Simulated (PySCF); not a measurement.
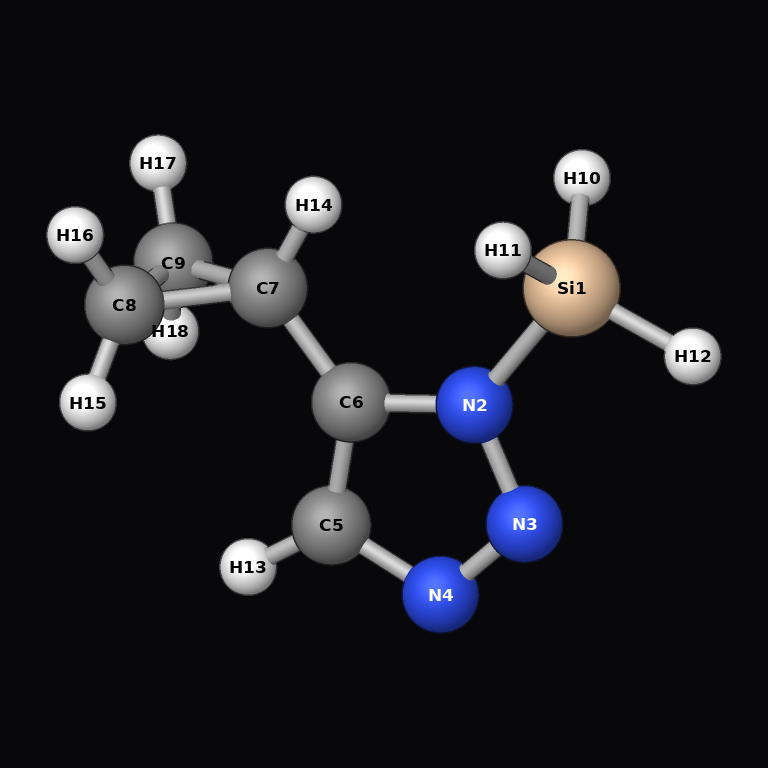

The computed structure is the end point of a GFN2-xTB optimisation. No frequency run is at hand to confirm it as a minimum. Properties computed with GIAO PBE0/pcSseg-1 NMR shielding, non-relativistic, gas phase (PySCF 2.14.0). Principal shieldings σ11 ≤ σ22 ≤ σ33, span Ω = σ33 − σ11, skew κ = 3(σiso − σ22)/Ω.

Question: Which N atom has the most anisotropic shielding?

Answer: N4, with a span of 572 ppm.

Give the shielding tensors of the N atoms.

```
atom     σ11     σ22    σ33    σiso      Ω      κ
  N2  −140.6    54.3  124.2    12.7  264.8  −0.47
  N3  −398.4  −129.6   90.1  −146.0  488.5  −0.10
  N4  −386.6  −197.2  185.8  −132.7  572.4   0.34
```

Shieldings and span in ppm.

The geometry is semi-empirical. Around Si such bond lengths and angles can be off by a tenth of an ångström or more and by several degrees, and values that hang on the shape move with them.
